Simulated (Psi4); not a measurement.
**C2F5 (pentafluoroethyl): U-wB97X-V/cc-pVDZ**

What is the vertical doublet–quartet gap of C2F5 (pentafluoroethyl) at U-wB97X-V/cc-pVDZ? 

The results are computed with Psi4 1.11.

## (1) The molecule

The species is C2F5 (7 atoms), meant as a doublet with charge 0. As SMILES, `F[C](F)C(F)(F)F`. The coordinates come from a PBE0-D4/def2-TZVP relaxation.

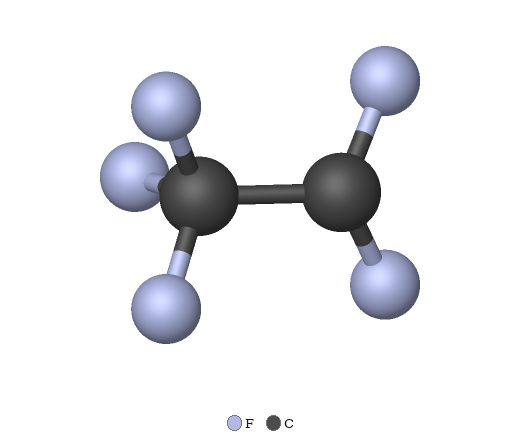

The structure, seen from a chosen angle (fluorine light blue, carbon dark grey).

## (2) A single-point energy at U-wB97X-V/cc-pVDZ

calc.py

```python
import psi4

psi4.set_memory('2200 MB')
psi4.set_num_threads(1)
psi4.set_output_file('c2f5.out', False)

mol = psi4.geometry("""
0 2
F
C 1 1.312226
F 2 1.312222 1 112.19077
C 2 1.514308 3 114.38599 1 132.43862
F 4 1.326761 2 109.75704 3 174.43932
F 4 1.326779 5 109.3566 2 120.43374
F 4 1.337522 5 108.14647 6 117.54788
symmetry c1
""")

psi4.set_options({
    'basis': 'cc-pVDZ',
    'reference': 'uks',
    'puream': True,
    'e_convergence': 1e-09,
    'd_convergence': 1e-08,
    'scf_type': 'pk',
    'dft_radial_points': 99,
    'dft_spherical_points': 590,
    'maxiter': 100,
})

result, w = psi4.energy("wb97x-v", return_wfn=True)
print(f'wb97x-v energy: {result:.10f} Eh')
```

The run is started by

```console
$ python calc.py
```

c2f5.out:

```text
[...]
  Running in c1 symmetry.
[...]
  Nuclear repulsion =  346.112020387941186
[...]
  Multiplicity = 2
[...]
  Nalpha       = 29
  Nbeta        = 28
[...]
    Number of basis functions: 98
[...]
   @UKS iter   1:  -575.09835154024881   -3.12730e-01   5.52393e-03 DIIS/ADIIS
[...]
   @UKS iter  13:  -575.20106248206980   -2.33058e-11   9.95476e-09 DIIS
[...]
   @S^2 Observed:                7.521922599E-01
[...]
    Orbital Energies [Eh]
    ---------------------
    Alpha Occupied:
       1A    -24.841637     2A    -24.841630     3A    -24.828385
       4A    -24.828363     5A    -24.824949     6A    -10.553577
       7A    -10.472964     8A     -1.478546     9A     -1.449987
      10A     -1.394878    11A     -1.379701    12A     -1.377488
      13A     -0.924084    14A     -0.812314    15A     -0.752361
      16A     -0.741072    17A     -0.735519    18A     -0.703284
      19A     -0.673557    20A     -0.617578    21A     -0.599544
      22A     -0.596572    23A     -0.593489    24A     -0.570158
      25A     -0.556887    26A     -0.549708    27A     -0.534916
      28A     -0.517053    29A     -0.359853
    Alpha Virtual:
[...]
  @UKS Final Energy:  -575.20106248206980
   => Energetics <=
    Nuclear Repulsion Energy =            346.1120203879411861
    One-Electron Energy =               -1486.3155025372782347
    Two-Electron Energy =                 610.2288530957418971
    DFT Exchange-Correlation Energy =     -45.4589328192149935
    Empirical Dispersion Energy =           0.0000000000000000
    VV10 Nonlocal Energy =                  0.2324993907404209
    Total Energy =                       -575.2010624820698013
[...]
 Multipole Moments:
 ------------------------------------------------------------------------------------
     Multipole            Electronic (a.u.)      Nuclear  (a.u.)        Total (a.u.)
 ------------------------------------------------------------------------------------
 L = 1.  Multiply by 2.5417464519 to convert [e a0] to [Debye]
 Dipole X            :         -0.1217854            0.2743546            0.1525692
 Dipole Y            :         -0.0425224           -0.0199863           -0.0625087
 Dipole Z            :         -0.0287001           -0.0135730           -0.0422731
 Magnitude           :                                                    0.1702108
[...]
```

On the terminal:

```text
wb97x-v energy: -575.2010624821 Eh
```

Run time: 3.3 min. Hardware: 1 thread of Intel Xeon Platinum 8259CL at 2.50GHz (Skylake/Cascade Lake), shared host; peak memory 1.4 GiB.

## (3) The quartet at the same level

c2f5_ase.py

```python
import numpy as np
from ase.calculators.psi4 import Psi4
from ase import Atoms

atoms = Atoms(['F', 'C', 'F', 'C', 'F', 'F', 'F'], positions=[
    [1.561030, -0.846020, 0.512950],
    [0.322010, -0.468420, 0.723150],
    [-0.464130, -1.481230, 1.002660],
    [-0.228340, 0.480800, -0.320510],
    [0.577960, 1.527090, -0.444820],
    [-1.434800, 0.896110, 0.043240],
    [-0.333720, -0.108340, -1.516660],
])
calc = Psi4(atoms=atoms, method='wb97x-v', basis='cc-pVDZ', memory='2200MB', num_threads=1, charge=0, multiplicity=4, label='psi4-calc', reference='uks')
calc.psi4.set_options({'puream': True, 'e_convergence': 1e-09, 'd_convergence': 1e-08, 'scf_type': 'pk', 'dft_radial_points': 99, 'dft_spherical_points': 590, 'maxiter': 100})
atoms.calc = calc

print(f'energy: {atoms.get_potential_energy():.6f} eV')
```

The run is started by

```console
$ python c2f5_ase.py
```

psi4-calc.dat:

```text
[...]
  Running in c1 symmetry.
[...]
  Nuclear repulsion =  346.112002362467138
[...]
  Multiplicity = 4
[...]
  Nalpha       = 30
  Nbeta        = 27
[...]
    Number of basis functions: 98
[...]
   @UKS iter   1:  -574.69964912749924    8.59725e-02   4.63971e-03 DIIS/ADIIS
[...]
   @UKS iter  18:  -574.77591576875841   -2.16005e-12   5.13813e-09 DIIS
[...]
   @S^2 Observed:                3.755824819E+00
[...]
    Orbital Energies [Eh]
    ---------------------
    Alpha Occupied:
       1A    -24.842293     2A    -24.842269     3A    -24.842035
       4A    -24.842028     5A    -24.837994     6A    -10.538804
       7A    -10.475599     8A     -1.489090     9A     -1.454346
      10A     -1.403556    11A     -1.392842    12A     -1.389090
      13A     -0.949504    14A     -0.820824    15A     -0.761522
      16A     -0.760912    17A     -0.745778    18A     -0.717004
      19A     -0.674189    20A     -0.632464    21A     -0.618909
      22A     -0.613683    23A     -0.597242    24A     -0.578039
      25A     -0.570433    26A     -0.561543    27A     -0.550273
      28A     -0.548673    29A     -0.364050    30A     -0.088070
    Alpha Virtual:
[...]
  @UKS Final Energy:  -574.77591576875841
   => Energetics <=
    Nuclear Repulsion Energy =            346.1120023624671376
    One-Electron Energy =               -1485.8390947159311963
    Two-Electron Energy =                 610.1533165937253216
    DFT Exchange-Correlation Energy =     -45.4340396365229040
    Empirical Dispersion Energy =           0.0000000000000000
    VV10 Nonlocal Energy =                  0.2318996275032071
    Total Energy =                       -574.7759157687584093
[...]
 Multipole Moments:
 ------------------------------------------------------------------------------------
     Multipole            Electronic (a.u.)      Nuclear  (a.u.)        Total (a.u.)
 ------------------------------------------------------------------------------------
 L = 1.  Multiply by 2.5417464519 to convert [e a0] to [Debye]
 Dipole X            :         -0.0736189            0.0623769           -0.0112420
 Dipole Y            :          0.0370861            0.0082463            0.0453324
 Dipole Z            :         -0.2557266            0.2681329            0.0124063
 Magnitude           :                                                    0.0483252
[...]
```

The script printed:

```text
energy: -15640.449321 eV
```

Run time: 3.8 min. Hardware: 1 thread of Intel Xeon Platinum 8259CL at 2.50GHz (Skylake/Cascade Lake), shared host; peak memory 1.4 GiB.

## (4) What came out

At U-wB97X-V/cc-pVDZ:

```
                                        quantity          value
                           doublet: total energy  -575.20106 Eh
                          doublet: dipole moment         0.43 D
     doublet: HOMO energy (highest over α and β)       -9.79 eV
      doublet: LUMO energy (lowest over α and β)       -0.06 eV
                                   doublet: ⟨S²⟩          0.752
                           quartet: total energy  -574.77592 Eh
                          quartet: dipole moment         0.12 D
     quartet: HOMO energy (highest over α and β)       -2.40 eV
                                   quartet: ⟨S²⟩          3.756
vertical energy of the quartet above the doublet      11.569 eV
```

**Reading.** At this shape the quartet lies 11.57 eV (1116 kJ/mol) above the doublet.
